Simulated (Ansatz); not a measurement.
## LaF3: one change and its effect

System: LaF3.
Method of the first run: RKS PBE0-D4/def2-TZVP (Ansatz 0.2.0).

The geometry comes from this level: PBE0-D4/def2-TZVP. Text and figures count atoms from 1; the logs count them from 0 in places.

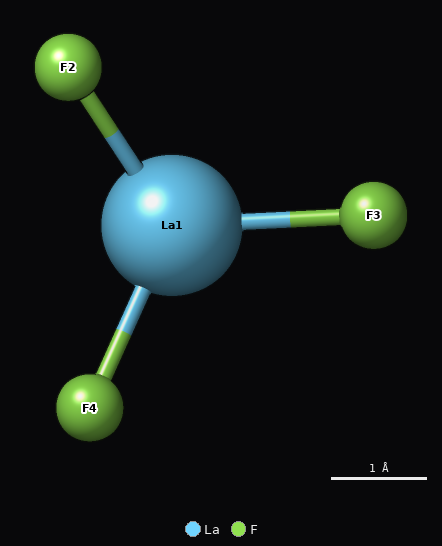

The structure as given in the input (ball-and-stick view, seen on its broad side; atoms are numbered from 1 in the order of the input). Sticks mark near contacts.

Input, the first run:
```yaml
crystal:
  periodic: [false, false, false]
  atoms:
    - {symbol: La, position_ang: [-0.002134, 0.001897, 0.368705]}
    - {symbol: F, position_ang: [2.086705, -0.025621, -0.110658]}
    - {symbol: F, position_ang: [-1.020612, 1.818409, -0.138145]}
    - {symbol: F, position_ang: [-1.063969, -1.794675, -0.119901]}
basis:
  gaussian: {orbitals: def2-TZVP, initial_orbitals: start.molden}
hamiltonian: {xc: pbe0, dispersion: d4}
scf: {omitted_lower_state_checks: [starts]}
output: {orbitals: {seedname: orbitals}}
```

Launched with:
```bash
ansatz run in.yaml --threads 4 --pin off --events-out ev --progress --plain --max-ram 3916MiB
```

Hardware: 4 threads of Arm Neoverse V2, 23 GiB of memory available, shared host.

Output (the first run):
```
Functional definition: PBE0
  parameter a = 0.25
  parameter kappa = 0.804
  parameter beta = 0.06672455060314922
  exchange = (1 - a)*pbe_x(kappa = kappa, mu = beta*pi^2/3) + a*exact_x
  correlation = pbe_c(beta = beta)
these checks for a lower state are left out or cut short: starts
822 factors; their error is unknown
mean field evaluation 1: about -9008.5089 eV, gradient 2.0e2 eV
mean field evaluation 2: about -9012.4701 eV, gradient 4.5e0 eV
mean field evaluation 4: about -9012.5673 eV, gradient 1.3e-1 eV
mean field -9012.56735097 eV, -331.2057412108 hartree, gradient 4.5e-5 eV, S^2 0.000000; 0 other end points of the search recorded, 0 dependent functions left out
reference -9012.56740952 eV, -331.2057433624 hartree; 19, 19 occupied and 114, 114 virtual orbitals, 822 factors
Total energy: -9012.62654646 eV, -331.2079166047 hartree
Checks for a lower state left out: starts
```

For the second run the input was changed thus:
```diff
-  gaussian: {orbitals: def2-TZVP, initial_orbitals: start.molden}
+  gaussian: {orbitals: def2-TZVPD, initial_orbitals: start.molden}
```

Predict how the results change.

The total energy of the second run is 2.8 kcal/mol lower, which measures the change of basis and not a stability. The HOMO goes from −9.90 to −9.96 eV. The basis functions go from 133 to 163.

Output (the second run):
```
Functional definition: PBE0
  parameter a = 0.25
  parameter kappa = 0.804
  parameter beta = 0.06672455060314922
  exchange = (1 - a)*pbe_x(kappa = kappa, mu = beta*pi^2/3) + a*exact_x
  correlation = pbe_c(beta = beta)
these checks for a lower state are left out or cut short: starts
979 factors; their error is unknown
mean field evaluation 1: about -9012.5315 eV, gradient 6.5e0 eV
mean field evaluation 2: about -9012.6529 eV, gradient 1.8e-1 eV
mean field evaluation 4: about -9012.6892 eV, gradient 2.4e-4 eV
mean field -9012.68921811 eV, -331.2102197455 hartree, gradient 1.8e-5 eV, S^2 0.000000; 0 other end points of the search recorded, 0 dependent functions left out
reference -9012.68926505 eV, -331.2102214705 hartree; 19, 19 occupied and 144, 144 virtual orbitals, 979 factors
Total energy: -9012.74840199 eV, -331.2123947127 hartree
Checks for a lower state left out: starts
```

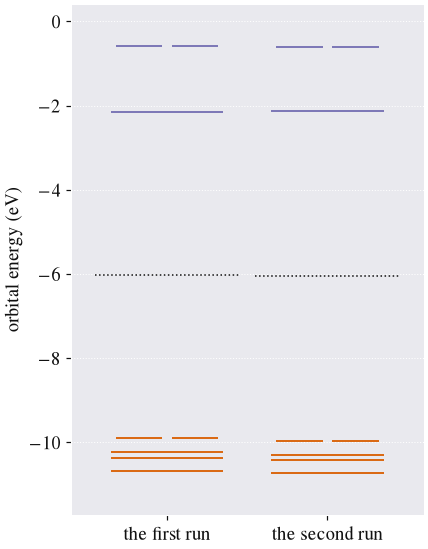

The five highest filled and three lowest empty orbital energies of the two runs; the dotted lines part filled from empty levels. The HOMO–LUMO gap is 7.75 eV in the first run and 7.82 eV in the second run.

The two runs side by side:

| quantity | the first run | the second run |
| --- | --- | --- |
| outcome | converged | converged |
| total energy (hartree) | −331.207917 | −331.212395 |
| HOMO (eV) | −9.90 | −9.96 |
| LUMO (eV) | −2.15 | −2.13 |
| basis functions | 133 | 163 |
| wall time (shared host) | 1 s | 1.7 s |
